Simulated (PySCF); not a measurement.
## Two runs on BH3O

System: BH3O.
Method of run 1: RKS PBE0-D4/def2-TZVPP, density fitting (PySCF 2.14.0).

The geometry comes from this level: PBE0-D4/def2-TZVP. Text and figures count atoms from 1; the logs count them from 0 in places.

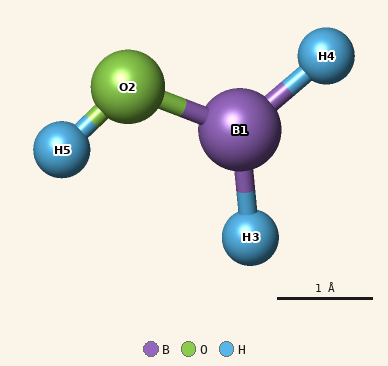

**Figure 1.** The structure as given in the input (ball-and-stick view, seen at a tilt; atoms are numbered from 1 in the order of the input).

**Input file, run 1**
```python
import json, numpy as np
from pyscf import gto, scf, dft, mp, cc
EV, BOHR = 27.211386245988, 0.529177210903
mol = gto.M(atom="""
B -0.136285 0.535835 -1.658447
O -1.422475 0.133461 -1.641729
H 0.740399 -0.228262 -1.961614
H 0.076706 1.674275 -1.360009
H -1.539041 -0.787504 -1.888751
""", basis="def2-tzvpp", charge=0, spin=0, max_memory=8670, verbose=0)
def mean_field(mol, dm=None):
    mf = dft.RKS(mol, xc="pbe0").density_fit()
    mf.conv_tol = 1e-9; mf.grids.level = 4
    mf.kernel(dm0=dm)
    if not mf.converged: mf = mf.newton().run(mf.mo_coeff, mf.mo_occ)
    assert mf.converged
    return mf
def d4(mol):
    from pyscf.dispersion.dftd4 import DFTD4Dispersion
    real = gto.M(atom=[(mol.atom_pure_symbol(i), mol.atom_coord(i)) for i in range(5)], unit='B', charge=mol.charge, spin=None, basis='def2-svp', verbose=0)
    r = DFTD4Dispersion(real, xc="pbe0", atm=True).get_dispersion(grad=True); return r["energy"], r["gradient"]
def energy_and_gradient(mol, dm=None):
    mf = mean_field(mol, dm); e, g = d4(mol)
    return mf, (mf.e_tot + e) * EV, (mf.nuc_grad_method().kernel()[:5] + g) * EV / BOHR
out = {}
mf = mean_field(mol); e = d4(mol)[0]
out.update(energy=(mf.e_tot + e) * EV, converged=True, dispersion=e * EV)
out['s2'] = mf.spin_square()[0]; out['nelec'] = mol.nelec
print(f"Total energy {out['energy']:.6f} eV, <S^2> {out['s2']:.4f}")
json.dump(out, open("out.json", "w"), default=float)
```

Command:
```bash
OMP_NUM_THREADS=4 python run.py
```

Hardware: 4 threads of Intel Xeon @ 2.50GHz, 180 GiB of memory available, shared host.

**Output (run 1)**
```
Total energy -2770.914787 eV, <S^2> 0.0000
```

For run 2 the input was changed thus:
```diff
-    mf = dft.RKS(mol, xc="pbe0").density_fit()
+    mf = dft.RKS(mol, xc="pbe").density_fit()
-    r = DFTD4Dispersion(real, xc="pbe0", atm=True).get_dispersion(grad=True); return r["energy"], r["gradient"]
+    r = DFTD4Dispersion(real, xc="pbe", atm=True).get_dispersion(grad=True); return r["energy"], r["gradient"]
```

How does run 2 compare with run 1?

The total energies belong to different models, so their difference says nothing on which is more stable or more accurate. The functional changes from PBE0 to PBE.

**Output (run 2)**
```
Total energy -2770.677898 eV, <S^2> 0.0000
```

**The two runs side by side**

| quantity | run 1 | run 2 |
| --- | --- | --- |
| outcome | converged | converged |
| total energy (hartree) | −101.829240 | −101.820535 |
| basis functions | 104 | 104 |
| wall time (shared host) | 5.8 s | 7 s |
